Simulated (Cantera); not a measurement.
Charge: 1 mol MgSO₄, 0.41 mol H₂, 2.5 mol O₂, equilibrated at 2148 K.

Method: chemical equilibrium by Gibbs-energy minimisation in Cantera with the NASA 1993 tables (ideal gas, pure condensed phases). Candidate condensed phases: H₂O, H₂SO₄, Mg, MgO, Mg(OH)₂, MgS, MgSO₄, S; 26 gas species. Kinetics and transport are ignored.

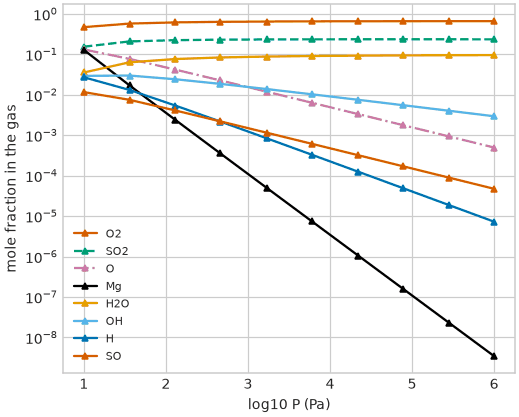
Fig. 1. Equilibrium gas composition (values under 1e-9 drawn at 1e-9)

Question: Read off the mole fractions at 0.000360 bar.

Answer: O₂ about 0.58, SO₂ about 0.21, O about 0.077, H₂O about 0.064, OH about 0.030, Mg about 0.017, H about 0.013, SO about 0.0075.
